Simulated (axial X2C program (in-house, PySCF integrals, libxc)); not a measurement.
# All-electron X2C curves of HfO⁺

Aim: find the lowest determinant of HfO⁺, scan the bond at several levels and fit the constants, once spin-free and once with spin–orbit coupling.

Computed with an in-house X2C program for linear molecules on PySCF integrals. Level: all-electron X2C, Hf dyall-cv3z, O dyall-av3z.

All values are calculated.

## (1) Input

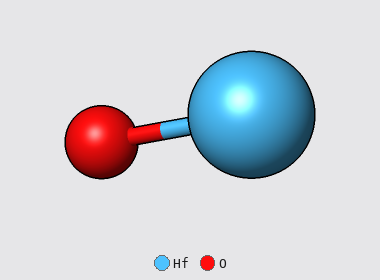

The two atoms at 1.850 Å (hafnium blue, oxygen red).

task.json reads:

```json
{
 "zs": [
  72,
  8
 ],
 "q": 1,
 "bas": [
  "dyall-cv3z",
  "dyall-av3z"
 ],
 "levels": [
  "PBE0",
  "HF",
  "PW91"
 ],
 "cc": true,
 "r0": 1.85,
 "thr": -1.0,
 "nmax": 90,
 "npts": 10,
 "nst": 2,
 "ntry": 6
}
```

Keys: zs atomic numbers; q charge; bas basis sets; levels methods (HF also brings MP2); cc coupled cluster on or off; r0 starting distance in Å; thr threshold in hartree for freezing inner shells (an s shell follows its p shell); nmax most natural virtual spinors; npts points asked for on the curve; nst determinants followed; ntry starts of the search.

On the command line:

```console
python so2c.py task.json out
```

Spin-free means the one-electron spin-free X2C Hamiltonian; two-component (2c) means X2C with spin–orbit coupling and atomic mean-field two-electron Coulomb and Gaunt terms. Basis: Hf dyall-cv3z contracted to [13s14p9d7f4g], O dyall-av3z contracted to [7s6p3d2f]; Gaussian nuclei, density fitting. Masses: Hf 179.947 u, O 15.995 u.

Notation: σ, π±, δ± give the projection m of an orbital's angular momentum (0, ±1, ±2), α and β its spin, Λ and M_S the sums; ω is the projection of a spinor's total angular momentum and Ω the sum. Logs are in hartree.

The results follow Hamiltonian by Hamiltonian and level by level.

## (2) Which state to follow

PBE0 moves the distance from 1.850 Å to 1.685 Å and compares determinants there.

Spin-free determinants:

```json
{"ΔE (eV)": "0.00", "state": "M_S = 1/2, Λ = 0", "open shells": "beyond closed shells: σα"}
{"ΔE (eV)": "1.07", "state": "M_S = 1/2, Λ = 2", "open shells": "beyond closed shells: δ+α"}
{"ΔE (eV)": "2.79", "state": "M_S = 1/2, Λ = 1", "open shells": "beyond closed shells: π+α"}
{"ΔE (eV)": "4.12", "state": "M_S = 3/2, Λ = 2", "open shells": "beyond closed shells: 2 × σα, δ+α"}
{"ΔE (eV)": "4.25", "state": "M_S = 1/2, Λ = 1", "open shells": "beyond closed shells: π+α, π+β, π-α"}
{"ΔE (eV)": "4.37", "state": "M_S = 3/2, Λ = 1", "open shells": "beyond closed shells: σα, π+α, π-α, π-β, δ+α"}
```

Two-component determinants:

```
ΔE (eV)    state                                  open shells
   0.00  Ω = 1/2                excess of +ω over −ω: ω = 1/2
   0.88  Ω = 3/2                excess of +ω over −ω: ω = 3/2
   1.24  Ω = 5/2                excess of +ω over −ω: ω = 5/2
   3.93  Ω = 1/2  excess of +ω over −ω: 2 × ω = -1/2, ω = 3/2
   4.18  Ω = 5/2  excess of +ω over −ω: ω = -1/2, 2 × ω = 3/2
   4.21  Ω = 3/2                excess of +ω over −ω: ω = 3/2
   4.30  Ω = 7/2   excess of +ω over −ω: 2 × ω = 1/2, ω = 5/2
```

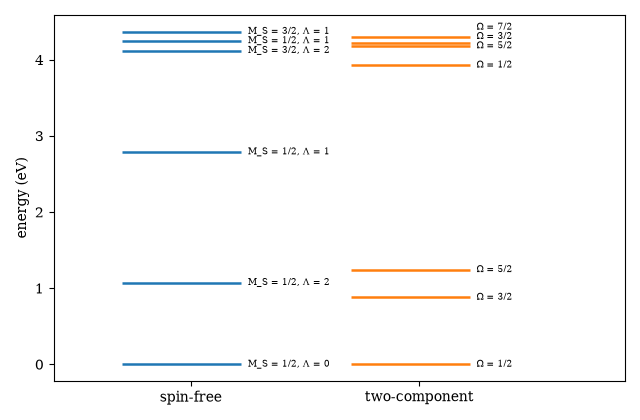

The determinants found, each set from its own lowest.

## (3) PBE0, spin-free

State followed: M_S = 1/2, Λ = 0 (beyond closed shells: σα). The scan is laid around 1.685 Å, a first estimate of the minimum, and this SCF restarts from the orbitals of the search.

The SCF at the reference distance of 1.685 Å:

```text
spin-free X2C-1e  PBE0
basis functions 239  fitting functions 1197  grid points 5076
iter        total energy     max residual
   1     -15153.624331296     6.39e-06
   2     -15153.624331297     1.26e-05
converged
one-electron -21140.16170278  Coulomb 6126.73662712  exact exchange -78.95046217  xc functional -242.14260562  nuclear repulsion 180.89381216
```

Along the bond, energies from the lowest point:

| R (Å) | E (eV) | μ (D) | HOMO (eV) | LUMO (eV) | iterations |
| --- | --- | --- | --- | --- | --- |
| 1.466 | 2.0653 | -2.89 | -11.83 | -9.11 | 13 |
| 1.533 | 0.8768 | -3.45 | -12.01 | -9.24 | 13 |
| 1.584 | 0.3530 | -3.83 | -12.14 | -9.33 | 13 |
| 1.634 | 0.0780 | -4.17 | -12.25 | -9.42 | 14 |
| 1.685 | 0.0000 | -4.49 | -12.36 | -9.50 | 2 |
| 1.744 | 0.1032 | -4.82 | -12.47 | -9.59 | 15 |
| 1.803 | 0.3642 | -5.12 | -12.58 | -9.67 | 15 |
| 1.879 | 0.8625 | -5.45 | -12.70 | -9.76 | 16 |
| 1.971 | 1.6262 | -5.78 | -12.82 | -9.88 | 17 |
| 2.106 | 2.8486 | -5.88 | -12.88 | -10.01 | 21 |

Dipoles are positive if O is the positive end and refer to the centre of mass.

Outer orbitals at the reference distance:

```
symmetry  occupied  ε (eV)             atomic character
     φ+α       yes  -28.85                    100% Hf f
     φ-α       yes  -28.85                    100% Hf f
     φ+β       yes  -28.84                    100% Hf f
     φ-β       yes  -28.84                    100% Hf f
     δ+α       yes  -28.65                    100% Hf f
     δ-α       yes  -28.65                    100% Hf f
     δ+β       yes  -28.62                    100% Hf f
     δ-β       yes  -28.62                    100% Hf f
     π+α       yes  -28.57                    100% Hf f
     π-α       yes  -28.57                    100% Hf f
     π+β       yes  -28.51                    100% Hf f
     π-β       yes  -28.51                    100% Hf f
      σα       yes  -28.24             88% Hf f, 8% O s
      σβ       yes  -28.18             88% Hf f, 8% O s
     π+β       yes  -15.93   70% O p, 23% Hf d, 3% Hf f
     π-β       yes  -15.93   70% O p, 23% Hf d, 3% Hf f
     π+α       yes  -15.89   68% O p, 25% Hf d, 3% Hf f
     π-α       yes  -15.89   68% O p, 25% Hf d, 3% Hf f
      σβ       yes  -15.75    70% O p, 19% Hf d, 4% O s
      σα       yes  -15.75    68% O p, 21% Hf d, 4% O s
      σα       yes  -12.36  60% Hf s, 15% Hf d, 12% O p
      σβ        no   -9.50  62% Hf s, 14% Hf d, 11% O p
     δ-α        no   -9.26                     97% Hf d
     δ+α        no   -9.26                     97% Hf d
     δ-β        no   -8.43                     97% Hf d
```

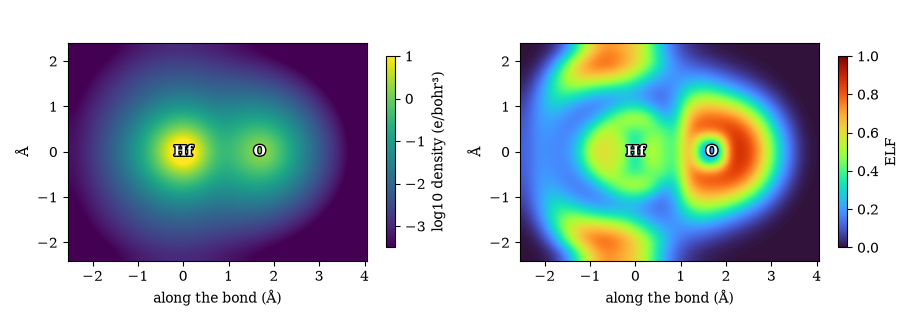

PBE0 fields in a plane through the axis, from a grid of 0.3 Å; Hf lies at z = 0 and O at z = 1.685 Å; the ELF is damped to zero where the density is low.

Re = 1.683 Å, ωe = 1064 cm⁻¹, ωexe = 2.97 cm⁻¹, Be = 0.4052 cm⁻¹, De = 7.50 eV, μ = -4.48 D.

## (4) HF, spin-free

Output at 1.685 Å:

```text
spin-free X2C-1e  HF
basis functions 239  fitting functions 1197  grid points 5076
iter        total energy     max residual
   1     -15148.333112178     8.68e-01
   2     -15148.382664070     2.93e-02
   3     -15148.381966664     3.59e-02
   4     -15148.388421632     1.41e-03
   5     -15148.388517211     1.64e-03
   6     -15148.388564246     8.16e-04
   7     -15148.388595591     3.52e-04
   8     -15148.388618143     2.80e-04
   9     -15148.388627634     2.33e-04
  10     -15148.388631149     1.63e-04
  11     -15148.388634576     8.45e-05
  12     -15148.388635698     1.80e-05
  13     -15148.388635726     1.13e-05
  14     -15148.388635732     4.23e-06
  15     -15148.388635734     1.70e-06
converged
one-electron -21141.73806886  Coulomb 6128.52561349  exact exchange -316.06999253  xc functional 0.00000000  nuclear repulsion 180.89381216
```

No constants are quoted: the dipole of the solution doesn't run smoothly along the scan, a sign that its character may change, so the fit is set aside.

## (5) PW91, spin-free

Output at 1.685 Å:

```text
spin-free X2C-1e  PW91
basis functions 239  fitting functions 1197  grid points 5076
iter        total energy     max residual
   1     -15155.505433495     2.70e-01
   2     -15155.507426347     2.02e-02
   3     -15155.453090100     6.75e-02
   4     -15155.504144608     2.73e-02
   5     -15155.512555928     7.22e-03
   6     -15155.513238061     9.45e-04
   7     -15155.513253577     1.51e-04
   8     -15155.513253787     9.93e-06
   9     -15155.513253788     1.15e-06
converged
one-electron -21139.14105216  Coulomb 6125.67160439  exact exchange 0.00000000  xc functional -322.93761817  nuclear repulsion 180.89381216
```

Re = 1.702 Å, ωe = 1012 cm⁻¹, ωexe = 3.2 cm⁻¹, Be = 0.3962 cm⁻¹, De = 8.29 eV, μ = -4.16 D.

## (6) Correlated methods, spin-free

Correlated methods: 9 electrons correlated (frozen shells, counted by type: Hf 5 s, 4 p, 2 d, 1 f; O 1 s), 317 virtual spinors in MP2, 89 natural virtuals in coupled cluster.

Output of the correlated part at 1.685 Å:

```text
correlated 9  virtual 317  natural virtual 89  E(MP2) -0.339559397  MP2 remainder -0.007382562
iter   CCSD correlation   residual
   1     -0.288110766   2.37e-01
   2     -0.306666655   1.53e-01
   3     -0.309667726   2.46e-02
   4     -0.310153514   1.08e-02
   5     -0.310269700   3.21e-03
   6     -0.310292528   1.42e-03
   7     -0.310271812   6.72e-04
   8     -0.310283338   2.43e-04
   9     -0.310289044   9.11e-05
  10     -0.310286197   4.25e-05
  11     -0.310287178   1.95e-05
  12     -0.310287110   6.05e-06
  13     -0.310286991   2.01e-06
  14     -0.310286989   9.14e-07
(T) -0.019725798  T1 0.0391  D1 0.0561  max T2 0.049
```

T1 in the output is the amplitude norm over the root of the electron number; divide by √2 for the Lee–Taylor value.

MP2: No constants are quoted: the dipole of the HF reference doesn't run smoothly along the scan, a sign that its character may change, so the fit is set aside.

CCSD: No constants are quoted: the dipole of the HF reference doesn't run smoothly along the scan, a sign that its character may change, so the fit is set aside.

CCSD(T): No constants are quoted: the dipole of the HF reference doesn't run smoothly along the scan, a sign that its character may change, so the fit is set aside.

## (7) A higher determinant, spin-free

State: M_S = 1/2, Λ = 2 (beyond closed shells: δ+α).

Output at the reference distance:

```text
spin-free X2C-1e  PBE0
basis functions 239  fitting functions 1197  grid points 5076
iter        total energy     max residual
   1     -15153.584896442     3.43e-06
   2     -15153.584896442     9.05e-06
converged
one-electron -21145.56756506  Coulomb 6132.30346811  exact exchange -78.98342376  xc functional -242.23118789  nuclear repulsion 180.89381216
```

| R (Å) | E above the lowest PBE0 point (eV) |
| --- | --- |
| 1.466 | 3.227 |
| 1.533 | 2.030 |
| 1.584 | 1.487 |
| 1.634 | 1.185 |
| 1.685 | 1.073 |
| 1.744 | 1.132 |
| 1.803 | 1.345 |
| 1.879 | 1.779 |
| 1.971 | 2.463 |

Re = 1.695 Å, ωe = 1020 cm⁻¹, ωexe = 2.99 cm⁻¹, Be = 0.3994 cm⁻¹, μ = -5.80 D. Te = 1.07 eV. As a difference of two determinants it need not be a gap between pure terms.

## (8) The spin-free curves together

Energy (eV) of the followed determinant, spin-free, from each level's lowest point:

```
R (Å)   PBE0  HF (dipole not smooth)  MP2 (HF's dipole not smooth)  CCSD (HF's dipole not smooth)  CCSD(T) (HF's dipole not smooth)   PW91
1.466  2.065                   1.942                         2.608                            n/a                               n/a  2.303
1.533  0.877                   0.783                         1.246                          1.070                             1.188  1.041
1.584  0.353                   0.285                         0.598                          0.475                             0.557  0.463
1.634  0.078                   0.040                         0.204                          0.136                             0.180  0.133
1.685  0.000                   0.000                         0.012                          0.000                             0.004  0.000
1.744  0.103                   0.156                         0.000                          0.045                             0.000  0.037
1.803  0.364                   0.472                         0.239                          0.263                             0.175  0.231
1.879  0.862                   0.990                         1.309                          0.738                             0.673  0.641
1.971  1.626                   1.577                         3.008                            n/a                               n/a  1.296
2.106  2.849                   2.249                         4.932                            n/a                               n/a  2.387
```

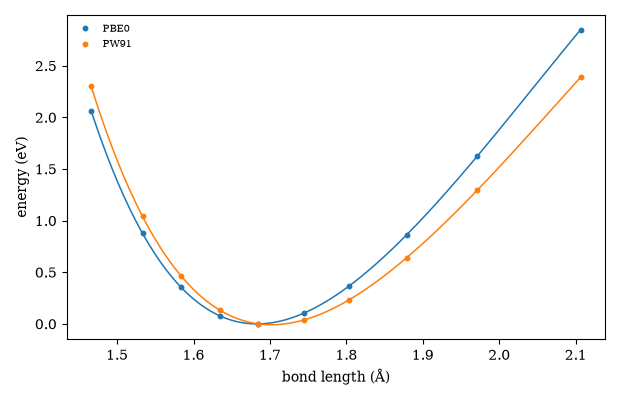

Curves of the followed state, spin-free, each from its own lowest point. Left out: HF, MP2, CCSD, CCSD(T).

(Part 1 of 2 ends here.)
